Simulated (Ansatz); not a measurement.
# C2H4AlO (SMILES C#[C][AlH2-][OH]) (charge −1): what the fields show

Input file:

```
crystal:
  periodic: [false, false, false]
  atoms:
    - {symbol: C, position_ang: [-1.104718, 1.081921, -2.211354]}
    - {symbol: C, position_ang: [-0.396984, 0.621673, -1.319856]}
    - {symbol: Al, position_ang: [0.783842, -0.116833, 0.128844]}
    - {symbol: O, position_ang: [0.222751, 0.534539, 1.708291]}
    - {symbol: H, position_ang: [-1.726409, 1.481107, -2.991148]}
    - {symbol: H, position_ang: [2.309510, 0.367326, -0.219430]}
    - {symbol: H, position_ang: [0.647724, -1.738648, 0.172683]}
    - {symbol: H, position_ang: [0.081320, 1.481586, 1.730445]}
basis:
  gaussian: {orbitals: def2-TZVPD}
total_charge: -1
hamiltonian: {xc: pbe0}
output: {forces: true, orbitals: {seedname: orbitals}}
```

Command:

```sh
ansatz run input.yaml --threads 2 --pin off --max-ram 4350MiB --events-out events.jsonl --progress --plain --runs-dir runs
```

Geometry: PBE0-D3(BJ)/def2-SVPD.

Method: Ansatz, isolated molecule in a Gaussian basis; Kohn-Sham density functional theory, functional PBE0.

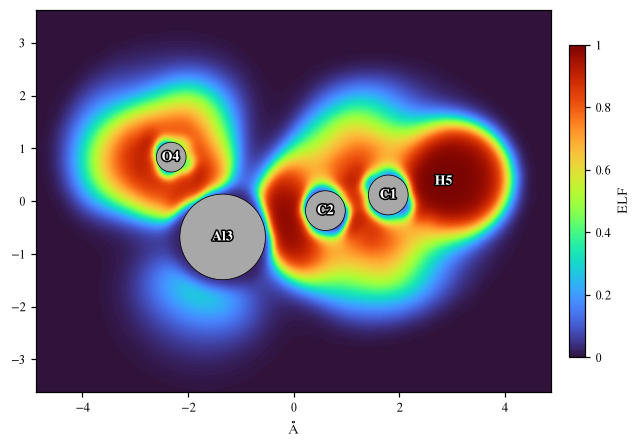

Figure 1. Electron localisation function on the plane of atoms C2, Al3 and O4. Grey discs cover the atomic cores.

Q: Describe what can be read from this map.

A: The plane passes through C, Al, O and H nuclei. C–C (1.23 Å): the ELF peaks at about 0.85 between the atoms; a multiple bond. Al–O (1.80 Å): the ELF peaks at about 0.90 in the valence shell of O, 0.6 Å from its nucleus, and is about 0.55 at the midpoint. C–Al (2.01 Å): the ELF peaks at about 1 between the atoms, as expected for a polar covalent bond. C–H (1.07 Å): the ELF climbs to about 1 towards the hydrogen, as it does in any bond to H (an ordinary covalent bond to hydrogen). The ELF also peaks beside O4, away from the bonds: lone-pair regions.

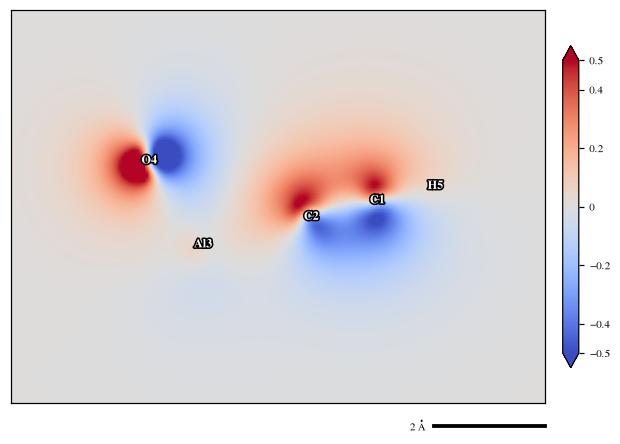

Figure 2. The HOMO−1 on the plane of atoms C2, Al3 and O4 (values in Å⁻³ᐟ²; the overall sign is arbitrary).

Q: What is the character of this orbital?

A: Its weight (Hirshfeld) is mainly on O4 (about 35 %), C1 (about 30 %) and C2 (about 25 %). Its energy is −3.27 eV.

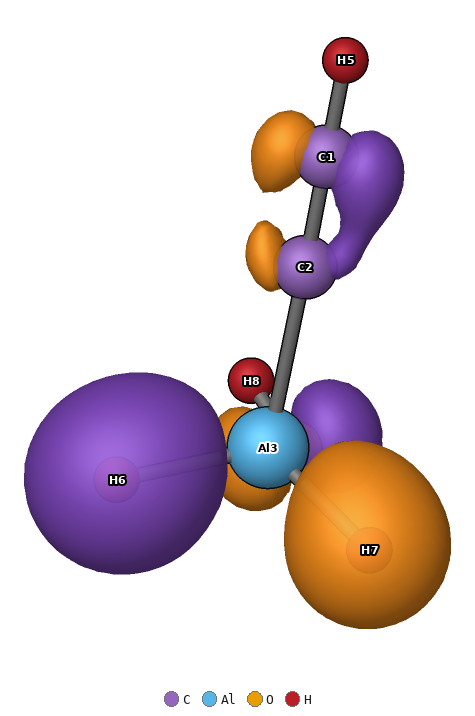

Figure 3. The HOMO at ±0.15 Å⁻³ᐟ² (orange and purple are the two phases), seen at an oblique angle.

Q: Where does this orbital lie, and at what energy?

A: Its weight (Hirshfeld) is mainly on H6 (about 30 %), Al3 (about 25 %), H7 (about 20 %) and O4 (about 10 %). Its energy is −2.38 eV.
